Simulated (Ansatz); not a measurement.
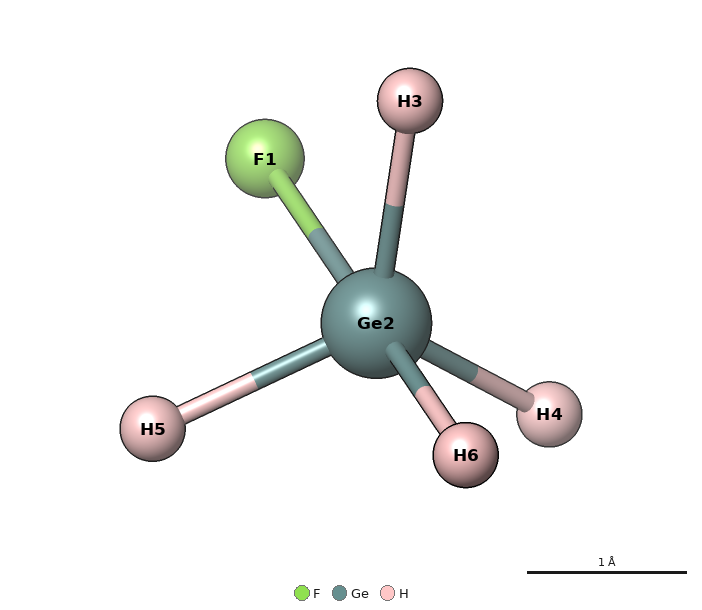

The picture comes from a calculation with Ansatz.

Orthographic view. Distant atoms are faded towards the background colour. The species has charge −1 and is a spin singlet. Geometry: a pair of rigid molecules at a changed separation.

Write a Z-matrix (Å, degrees) in the order of the atom numbers, with these reference atoms: 2 to 1; 3 to 2, 1; 4 to 2, 3, 1; 5 to 2, 4, 1; 6 to 2, 5, 1.

```
F  
Ge   1   2.074
H    2   1.559   1    86.1
H    2   1.559   3   119.5   1    83.3
H    2   1.559   4   119.5   1    83.3
H    2   1.662   5    93.9   1   180.0
```
